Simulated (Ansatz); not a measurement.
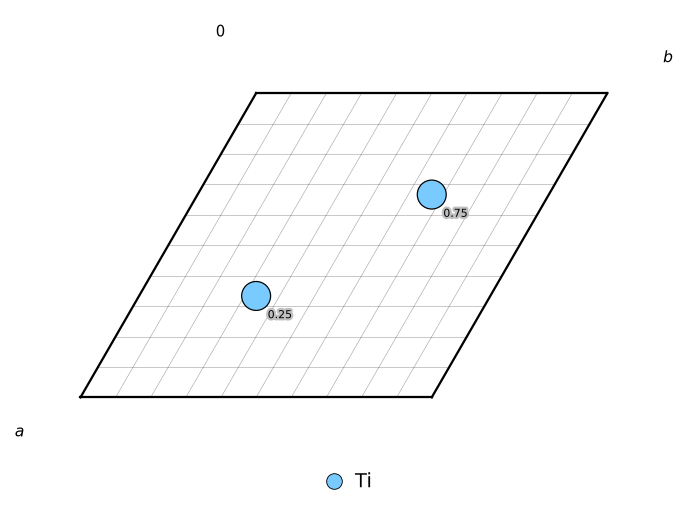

Plan of a unit cell projected along c (a down the page, b across); the numbers are heights as fractions of c, and atoms on the cell's edges are repeated. The grid marks tenths of a and b. Source: the end point of a relaxation at fixed volume with DFT PBE, spin-orbit coupling, plane waves, PAW in Ansatz. The drawing is computed from the coordinates (standard cell, symmetry found to 0.002 Å).

a = 2.937 Å, b = 2.937 Å, c = 4.643 Å, α = 90.00°, β = 90.00°, γ = 120.00°.

Question: What does the cell contain?

Answer: 2 Ti: Ti, Z = 2.

Question: Which space group?

Answer: No. 194, P6_3/mmc, primitive hexagonal.

Question: Give the independent sites, coordinates to two places.

Answer:
```json
{"atom": "Ti", "site": "2d", "symmetry": "-6m2", "x": "0.33", "y": "0.67", "z": "0.75"}
```
